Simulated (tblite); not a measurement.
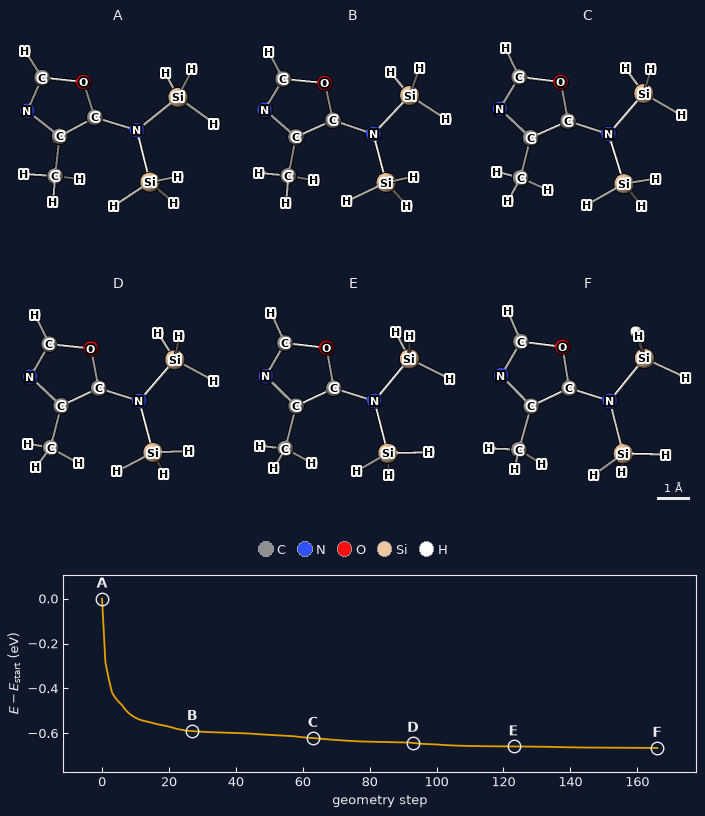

Frames of a relaxation of C4H10N2OSi2, marked on the history of the run. The picture is a ball-and-stick view, seen at a tilt.

Method: GFN2-xTB geometry optimisation, gas phase in tblite 0.8.0. 

> Describe the path.

The energy falls by 0.665 eV in 166 geometry steps. An H atom moves most after the best rigid fit: 1.34 Å. Largest moves by element: H 1.34 Å, C 0.67 Å, Si 0.65 Å, O 0.63 Å, N 0.25 Å. Some distances before and after: O–Si 3.320 → 2.649 Å, C–N 1.362 → 1.285 Å, N–Si 1.801 → 1.744 Å, C–N 1.416 → 1.366 Å. Among the angles between lasting bonds that change: C–N–Si 122.8° → 111.6°, Si–N–Si 118.7° → 126.5°, N–C–O 106.7° → 113.5°. Groups turn about N–Si by about 45°, C–N by about 40°. From step 0 to 27: an H atom moves most (0.35 Å), energy −0.591 eV. From step 27 to 63: H atoms move most (0.46 Å), energy −0.030 eV. From step 63 to 93: an H atom moves most (0.34 Å), energy −0.022 eV. From step 93 to 123: an H atom moves most (0.41 Å), energy −0.016 eV. From step 123 to 166: an H atom moves most (0.41 Å), energy −0.007 eV.
